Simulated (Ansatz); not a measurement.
Cost and result by functional for the surface energy of the (311) surface of silicon in its 1x1 cell, relaxed from an ideal cut (the real face may reconstruct), outermost plane spacing 1.24 Å in the ideal cut (in the relaxation 2 Si–Si bonds formed), in Ansatz (plane waves, PAW). Single points on the PBE structure, on one kind of machine; costs are rough ratios of the slab run's core time (references not counted) to the cheapest single point. r2SCAN's cost holds its higher cutoff (500 against 420 eV). Differences are taken against r2SCAN for comparison alone: no measured value is at hand, so the table doesn't rank accuracy.

Model: 14-atom slab, 11.1 Å thick at the start, 7x4x1 mesh, Fermi-Dirac 0.025 eV, dipole correction, all atoms relaxed; held to the part of the start's symmetry that mesh and held atoms allow; no spin (no spin-polarised run to compare, though such a face may carry moments), no spin-orbit, no U. The slab shows no gap on its mesh. These notes are the PBE run's.

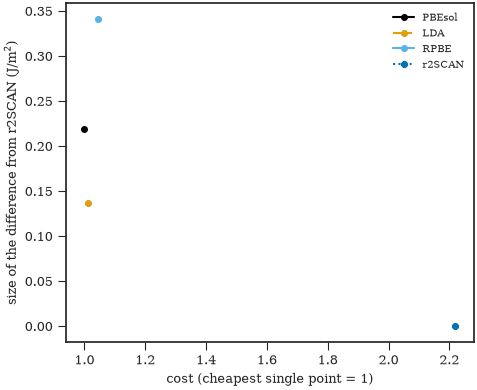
Difference from r2SCAN against cost

```json
[
 {"functional": "PBEsol", "relative cost": "1", "surface energy (J/m²)": "1.55", "less r2SCAN (J/m²)": "-0.22"},
 {"functional": "LDA", "relative cost": "1", "surface energy (J/m²)": "1.63", "less r2SCAN (J/m²)": "-0.14"},
 {"functional": "RPBE", "relative cost": "1", "surface energy (J/m²)": "1.43", "less r2SCAN (J/m²)": "-0.34"},
 {"functional": "r2SCAN", "relative cost": "2", "surface energy (J/m²)": "1.77", "less r2SCAN (J/m²)": "0.00"},
 {"functional": "PBE (the relaxed run's value)", "relative cost": "–", "surface energy (J/m²)": "1.51", "less r2SCAN (J/m²)": "-0.26"}
]
```

The values span 0.34 J/m², while the single points' costs differ by a factor of roughly 2. Differences are of unrounded values.

Ansatz is a program for electronic structure.
